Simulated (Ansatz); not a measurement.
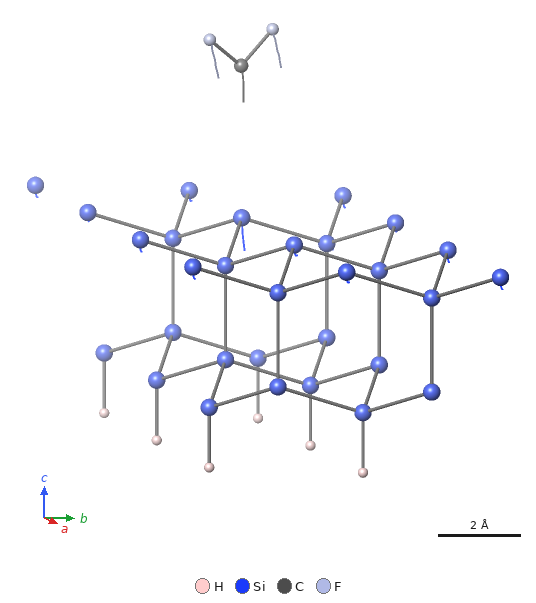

First-principles dynamics of CF2 on Si(111), underside capped with H (33 atoms in the cell), 135 fs long. Lines trace each atom's path, in the colour of its element; spheres stand at the starting positions. Fixed atoms have no trace. Seen slightly off an axis in the simulation cell, with the vacuum cut short.

These are results of Ansatz, DFT PBEsol, scalar-relativistic, plane waves, PAW, not measurements. Set-up: plane-wave cutoff 420 eV; k-point mesh 1 × 2 × 1; Fermi-Dirac smearing 0.05 eV; 12 atoms held fixed; constant energy (NVE); time step 0.75 fs; at the start 3 atoms move with typed velocities and the others are at rest.

> What do the traces tell about the motion?

In the second half of the run the atoms are, in the root-mean-square, this far from where they began (common drift taken out): F 0.76 Å, C 0.69 Å, Si 0.22 Å. Against the typical shortest distance between atoms in the first frame, about 2.4 Å, the C and F atoms wander away from their sites and keep going, while the Si atoms only vibrate. The mean temperature in the second half is 170 K (standard deviation 28 K). It is well above the start because potential energy is released as heat. The potential energy in the second half lies on average 10.9 meV per atom below the first frame. The total energy stays between −0.0043 and 0 meV per atom of its start. A straight-line fit has a slope that amounts to +0.00033 meV per atom over 135 fs (under 0.1 % of the mean kinetic energy), and the ripple about it is under 0.1 % of the kinetic energy's fluctuation. With a drift under 2 % and a ripple under 7 %, the integration is accurate.

Limits of the set-up: the k-point mesh is coarse for a cell with partly filled bands; the periodic images lie only 7.7 Å apart, so the values are limited by the cell's size.

The run took 28 min on 2 threads of Intel(R) Xeon(R) Platinum 8259CL CPU @ 2.50GHz (Skylake/Cascade Lake), with other jobs on the host, peak memory 2.2 GiB.

PAW datasets: the set soft_1.
